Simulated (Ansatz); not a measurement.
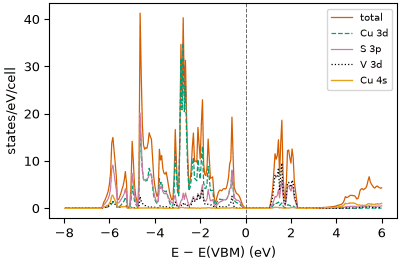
Fig. 1. Total and projected density of states of VCu₃S₄ in space group P-43m (No. 215; V on 1a, Cu on 3d, S on 4e), the program Ansatz at the LDA level (PAW)

**Question.** Which orbitals carry the states next to the gap?

**Answer.** Top 1 eV of the valence band: S 3p 46 %, Cu 3d 41 %, V 3d 9 %. Bottom 1 eV of the conduction band: V 3d 53 %, S 3p 31 %, Cu 3d 8 %, outside the projected shells 6 %. Projections are on Löwdin-orthogonalised atomic valence shells; empty p or d shells of many metals are not among them.

**Question.** Where is the tallest occupied peak in this window, and what makes it?

**Answer.** Near -4.6 eV, about 41 states/eV per cell; the largest projected share is S 3p.

The workflow started from a Materials Project entry (that database holds measured and hypothetical structures alike); the Crystallography Open Database files this formula in space group No. 215, but the cells were not matched. Its standing as an ambient phase is unchecked. Symmetry was held in the LDA relaxation; phonons on a q-mesh show no instability. The run is not spin-polarised.

Potentials: the later of the program's two PAW sets.
